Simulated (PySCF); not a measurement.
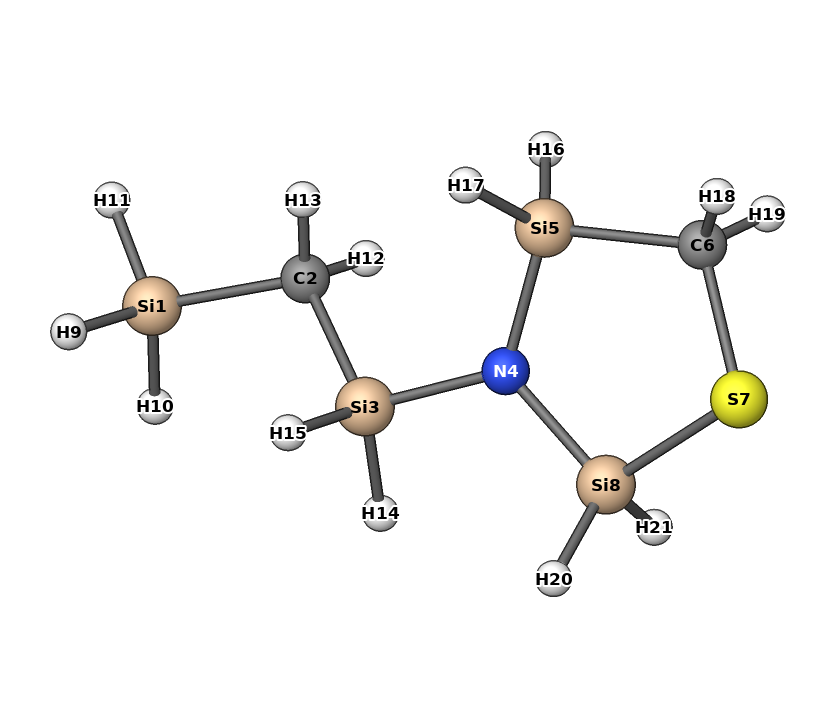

The questions are on isotropic NMR shieldings of the Si atoms. The geometry was computed by an optimisation with GFN2-xTB. No frequency run is at hand to confirm it as a minimum. Properties computed with GIAO PBE0/pcSseg-1 NMR shielding, non-relativistic, gas phase (PySCF 2.14.0).

Give the isotropic NMR shieldings of the Si atoms atom by atom.

```json
{"atom": "Si1", "σ (ppm)": "428.6"}
{"atom": "Si3", "σ (ppm)": "382.1"}
{"atom": "Si5", "σ (ppm)": "368.5"}
{"atom": "Si8", "σ (ppm)": "353.4"}
```

The geometry is semi-empirical. Around Si such bond lengths and angles can be off by a tenth of an ångström or more and by several degrees, and values that hang on the shape move with them.
